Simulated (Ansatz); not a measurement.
# KTaSe3 (model cell, started as cubic perovskite with Ta in the octahedra): a soft mode frozen in, part 3 of 3

Aim: this structure of KTaSe3 (model cell, started as cubic perovskite with Ta in the octahedra) is to be tested for unstable modes, and one is followed downhill.

Ansatz 0.2.0; DFT LDA, scalar-relativistic, plane waves, PAW.

So far. Step 4 (The mode frozen in, largest atomic shift 0.08 Å): The run ends at a pressure of 0.03 GPa, with forces up to 0.031 eV/Å. Step 5 (Energy along the mode, all amplitudes (two of the runs …): The lowest of the steps tried is at 0.08 Å, 0.069 meV/atom below the parent; the bottom of the well need not coincide with a step. The relaxed cell has a = 7.060, c = 5.011 Å (conventional setting).

The structure was built from a prototype and need not be the compound's stable phase.

## (7) Modes of the new phase, k-mesh 6×4×4

A relaxed structure may still be a saddle point, so its zone-centre modes are computed. No field response is asked, since the mesh shows no gap.

input.yaml reads:

```yaml
crystal:
  lattice:
    - [-5.0107817533, 0.0, 0.0]
    - [0.0, -4.9923564849, -4.9923564849]
    - [0.0, -4.9923564849, 4.9923564849]
  atoms:
    - { symbol: K, position: [0.0, 1.0, 0.0] }
    - { symbol: K, position: [0.0, 0.5, 0.5] }
    - { symbol: Ta, position: [0.5271682849, 0.0, 0.5] }
    - { symbol: Ta, position: [0.4728317151, 0.5, 0.0] }
    - { symbol: Se, position: [0.5, 0.75, 0.75] }
    - { symbol: Se, position: [0.5, 0.25, 0.25] }
    - { symbol: Se, position: [0.5, 0.25, 0.75] }
    - { symbol: Se, position: [0.5, 0.75, 0.25] }
    - { symbol: Se, position: [0.0138353719, 0.0, 0.5] }
    - { symbol: Se, position: [-0.0138353719, 0.5, 0.0] }
kpoints:
  mp_grid: { grid: [6, 4, 4] }
hamiltonian:
  xc: lda
scf:
  occupations: { method: methfessel_paxton, width: 0.15 }
output:
  eigenvalues: true
phonons:
  method: dfpt
```

On the command line:

```bash
ansatz run input.yaml --threads 8 --pin off --max-ram 14336MiB --backend cpu --events-out ev --progress --plain --runs-dir out
```

Numbers of over 12 decimals in the logs are rounded to 6 here.

The program printed:

```text
[...]
Crystal: 10 atoms, lattice volume = 249.774 Å³
Basis set: ecut = 420 eV, 4933 PW (Γ), exchange–correlation on 72×96×96 points (8 copies of the dense FFT grid, shifted against one another)
Bands: 84, of which v1, the nominal top of the filled ones, is band 70 counted from 1 (69 counted from 0)
Symmetry: 16 space group operations
k-points: 52 of 96 (irreducible under 1 space group operation, time reversal used)
[...]
SCF iter   1: F=—  HF=-54665.083902 eV  |F-HF|=—  |Δ(HF+E_count)|=         —  Δρ=5.33e-3  dr2=6.28e-2  ethr=1.77e-3  ⟨swp⟩=6.2  Hψ=15543  notcnv=0  defer=2
[...]
SCF iter   9: F=-54665.074432 eV  HF=-54665.074432 eV  |F-HF|=7.28e-12  |Δ(HF+E_count)|=    0.00e0  S|Δr|=    0.00e0  Δρ=5.21e-8  dr2=3.35e-12  ethr=1.00e-12  ⟨swp⟩=10.8  Hψ=23368  notcnv=0
SCF 1 converged in 9 iterations: F = -54665.074432 eV  dr2 = 3.35e-12
[...]
DFPT response loops at Γ: preconditioner auto → Kerker (q_TF=auto, 2.477 Å⁻¹) (partly filled bands, converged f_vac=0.044); β = 1.00, the filter's whole step (`scf.mixing.beta` (0.50) is not read by the response loops under this deck's `scf.mixing.preconditioner`; to damp them name `kerker` or `kerker_dos`, under which they read `scf.mixing.beta`, and type it under 1.00, their step now; both keys bind the ground state too); Broyden in place of MSR1
SCF converged after 9 iterations
[...]
Free energy (F): -54665.074432 eV
[...]
Internal energy: -54665.080404 eV  (E = F + TS)
E sigma→0 (E₀):  -54665.075925 eV
Entropy (-TS):   0.005972 eV (0.597 meV/atom)
Fermi energy:    8.564418 eV
[...]
--- Band table (eV; the first three rows and the last of 52) ---
  k-point 0: bands = [... 66 lower, 7.6699, 7.7265, 7.7265, 7.9952, 7.9952, 8.0373, 8.7400, 9.9960, ... 10 higher]
  k-point 1: bands = [... 66 lower, 7.1794, 7.2038, 7.5436, 8.3632, 8.5731, 8.6726, 8.6889, 10.1943, ... 10 higher]
  k-point 2: bands = [... 66 lower, 6.7488, 6.7488, 7.7472, 7.7472, 9.4918, 9.4918, 9.5434, 9.5434, ... 10 higher]
  k-point 51: bands = [... 66 lower, 6.4468, 6.4468, 8.7019, 8.7019, 10.4522, 10.4522, 10.4694, 10.4694, ... 10 higher]
--- Phonons (Γ-DFPT): 9 representative perturbations + reference, on 52 of 96 k-points (Σ response iterations 33) ---
  k mesh reduced under 1 symmetry operation, with k and −k counted as one. Each operation leaves every solved perturbation unchanged. A smaller set is not used because it would not reduce the number of displacements times k-points to solve
  ASR residual: 6.978e-5 → 0.000e0 eV/Å²; symmetrization residual: 2.020e-5 eV/Å²
  ASR residual per site (eV/Å²): 4.14e-5 4.14e-5 1.53e-5 1.53e-5 4.39e-5 4.39e-5 4.39e-5 4.39e-5 6.98e-5 6.98e-5
  Γ frequencies (cm⁻¹): -46.21 0.00 0.00 0.00 26.45 45.47 45.47 59.61 61.87 63.99 63.99 64.78 64.78 70.73 80.61 81.71 81.71 83.41 87.65 87.65 90.23 90.23 130.38 150.95 150.95 229.75 229.75 231.61 238.87 286.85
  non-analytic LO–TO correction: not included (Born effective charges unavailable; polar crystals: no LO–TO splitting at Γ)
```

Run time: 3.5 min. Hardware: 8 threads of Intel Xeon Platinum 8375C at 2.90GHz (Ice Lake), shared host; peak memory 3.7 GiB; 24 min of CPU time.

Numbers from this step:

* sum-rule residual before enforcement: 6.98e-5 eV/Å²
* point group: 4/mmm
* highest optical mode at the zone centre (no LO-TO term): 286.9 cm⁻¹
* lowest optical zone-centre mode: -46.21 cm⁻¹

Patterns of degenerate modes are one choice out of their space. Modes at Γ, with each element's share of the kinetic energy (negative means imaginary):

```
mode  frequency (cm⁻¹)  symmetry  K %  Ta %  Se %
   1             -46.2       A1u    0     0   100
   2               0.0  acoustic    9    40    52
   3               0.0  acoustic    9    40    52
   4               0.0  acoustic    9    40    52
   5              26.4       A1g    0    89    11
   6              45.5        Eu   19    40    41
   7              45.5        Eu   19    40    41
   8              59.6       A2u   44    38    18
   9              61.9       B1u    0     0   100
  10              64.0        Eg   64     5    31
  11              64.0        Eg   64     5    31
  12              64.8        Eu    8     7    86
  13              64.8        Eu    8     7    86
  14              70.7       B1g  100     0     0
  15              80.6       B1u    0     0   100
  16              81.7        Eu   64     4    32
  17              81.7        Eu   64     4    32
  18              83.4       A2u   47    11    42
  19              87.7        Eu    1     1    98
  20              87.7        Eu    1     1    98
  21              90.2        Eg   33     0    67
  22              90.2        Eg   33     0    67
  23             130.4       B2u    0     0   100
  24             150.9        Eg    3    95     2
  25             150.9        Eg    3    95     2
  26             229.8        Eu    0     9    91
  27             229.8        Eu    0     9    91
  28             231.6       A1g    0    11    89
  29             238.9       A2u    0    11    89
  30             286.9       A2u    0     0   100
```

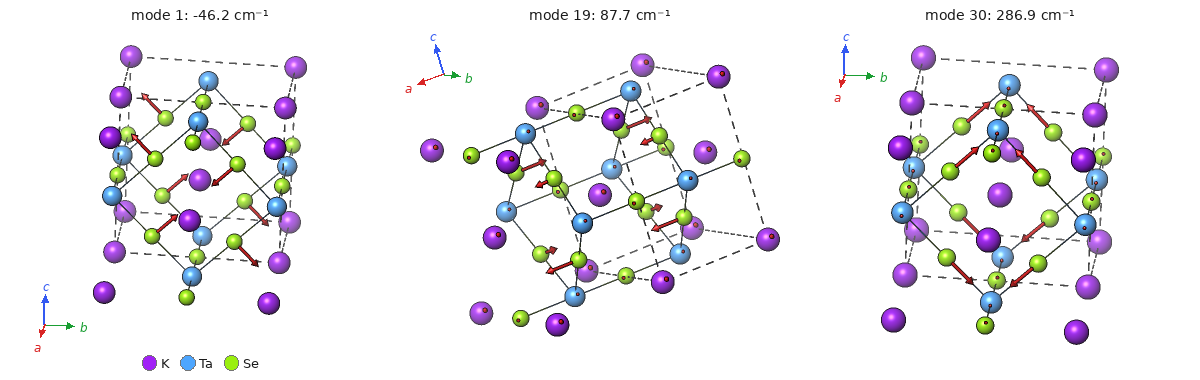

Displacement patterns of modes 1, 19 and 30 at Γ; arrows are exaggerated. 2×1×1 cells are drawn. Some periodic images of atoms are drawn too.

Before it was imposed, the acoustic sum rule was missed by 7.0e-5 eV/Å². Small misses are needed for a sound result but don't prove that mesh and cutoff are converged. The lowest optical mode is imaginary, 46.2i cm⁻¹, so the energy falls along it.

## (8) The phases reached

The phases reached along the modes that were followed are set side by side.

Energies are those of the first relaxation, on the mesh of the frozen mode; space group, volume and gap are those of the last relaxation. Phases, by row:

```
                  mode frozen in  space group  energy from parent (meV/atom)  volume (Å³/atom)  gap on mesh (eV)  lowest zone-centre optical mode (cm⁻¹)  largest shift (Å)
                          parent        Pm-3m                              0             24.97                 0                                       –                  –
q = (-0.5, -0.5, -0.5), 51i cm⁻¹       I4/mcm                         -37.62              23.6                 0                                   -97.4              0.747
q = (-0.5, -0.5, -0.5), 51i cm⁻¹         R-3c                         -16.24             24.37                 0                                   -47.6              0.432
q = (-0.5, -0.5, -0.5), 51i cm⁻¹         Imma                         -22.97             24.24                 0                                   -38.7              0.547
   q = (0, -0.5, -0.5), 49i cm⁻¹       P4/mbm                         -31.84             23.82                 0                                   -65.5              0.687
   q = (0, -0.5, -0.5), 20i cm⁻¹       P4/nmm                          -0.15             24.98                 0                                   -46.2              0.136
```

## (9) Outcome

```yaml
unstable_mode_of_the_parent: q = (0, -0.5, -0.5), 20i cm⁻¹
depth_at_the_lowest_point_sampled: 0.069 meV/atom
largest_atomic_shift_at_that_point: 0.08 Å
space_group_reached_within_0p01_a: P4/nmm
energy_gained_over_the_parent_first_relaxation_on_the_mesh_of_the_frozen_mode: 0.153 meV/atom
volume_per_atom_phase_reached: 25.0 Å³
lowest_optical_zone_centre_mode_phase_reached: -46.2 cm⁻¹
highest_optical_mode_at_the_zone_centre_no_lo_to_term_phase_reached: 287 cm⁻¹
```

In words: Along this mode the structure falls into P4/nmm, 0.153 meV/atom below the parent. At the parent's cell the well is 0.069 meV/atom deep on the steps tried, with its lowest point at a shift of 0.08 Å. Relaxing atoms and cell changes the gain by +0.08 meV/atom against the lowest step (energies at zero smearing). The new phase still has an imaginary mode at the zone centre of its cell, so it is a saddle point on the way to a lower structure. How so shallow a well moves with the k mesh was not tested. Of the 5 patterns followed to their end from this parent, this one ends 37.5 meV/atom above the lowest, I4/mcm. Each path keeps the symmetry of its pattern, so a lower phase may lie along a pattern not tried. With no gap, or one that is small against the smearing, the frequencies hang on the k mesh and the smearing, most of all near Kohn anomalies. Spin-orbit coupling is left out, which can matter for the heavy elements here. The starting cell was built on a prototype and not taken from a measurement, so the phase need not exist.

[Logs are printed without paths, hosts, clocks, repeated set-up lines and the standing remarks that a program may print on its own settings, such as how far it seeks lower states.]

[Hosts, paths, dates, database ids (printed as entryN), source tags and the programs' standing remarks are cut or masked in the printed files.]
